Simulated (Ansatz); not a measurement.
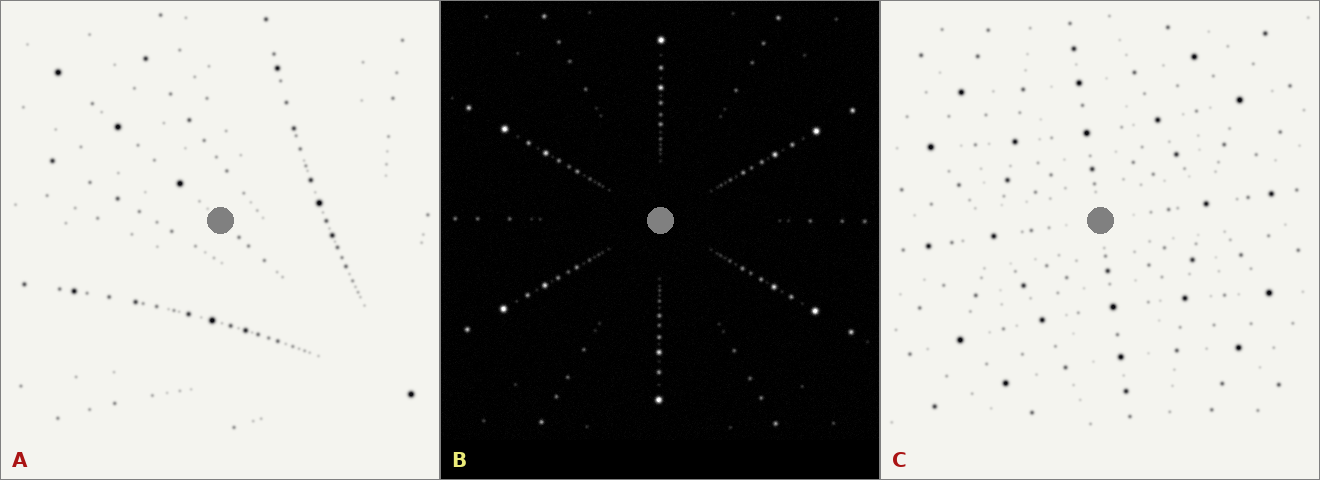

Simulated back-reflection Laue patterns (white X-rays, 0.45 to 2.2 Å, flat plate covering ±45° about the beam, kinematic intensities, seen from the source). Crystal: Ta2AsN, space group P-6m2 (No. 187), a = 3.10 Å, c = 6.70 Å (hexagonal axes). Structure: the geometry relaxed with DFT PBE, scalar-relativistic, plane waves, PAW (Ansatz 0.2.0); the starting structure was generated, so it need not be a known form of this composition.

```csv
atom,site,symmetry,x,y,z
Ta,2i,3m.,0.6667,0.3333,0.7128
As,1a,-6m2,0.0000,0.0000,0.0000
N,1d,-6m2,0.3333,0.6667,0.5000
```

### The directions [001], [100], [101] point towards the source, in some order. Which is which?

A: [101], symmetry m (one mirror line). B: [001], symmetry 6mm (a sixfold axis with mirror lines). C: [100], symmetry 2mm (a twofold axis with two mirror lines). The Laue class is 6/mmm.
